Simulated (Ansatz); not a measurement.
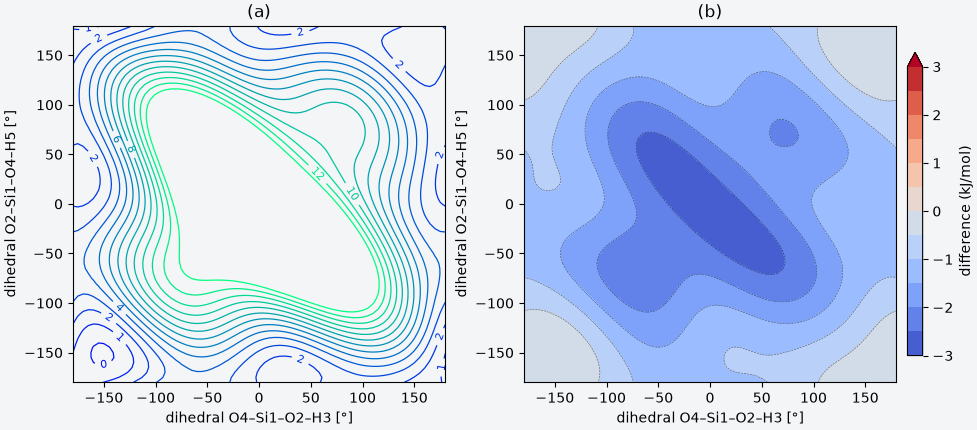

Si(OH)2Cl2. 
- Coordinates scanned: (1) dihedral O4–Si1–O2–H3; (2) dihedral O2–Si1–O4–H5.
- Nothing is relaxed (all other coordinates rigid).
- The scan uses an 18 × 18 grid; 171 points were computed and 153 follow by symmetry.
- Energies: kJ/mol, counted from each map's own lowest point.
- Level of theory: RKS PBE0-D4/def2-SVP in Ansatz 0.2.0.

Panel (a): RKS PBE0-D4/def2-SVP (Ansatz). Panel (b): the map at RKS BHLYP-D4/def2-SVP in Ansatz less the map of (a), each from its own lowest point.

Question: How does the change of method alter the landscape?

Answer: The difference runs from −2.8 kJ/mol at dihedral O4–Si1–O2–H3 = 0°, dihedral O2–Si1–O4–H5 = 0° to 0.0 kJ/mol at dihedral O4–Si1–O2–H3 = −160°, dihedral O2–Si1–O4–H5 = −160°. The interpolated minimum moves from −151.7 to −150.8° in dihedral O4–Si1–O2–H3 and −151.7 to −150.8° in dihedral O2–Si1–O4–H5.
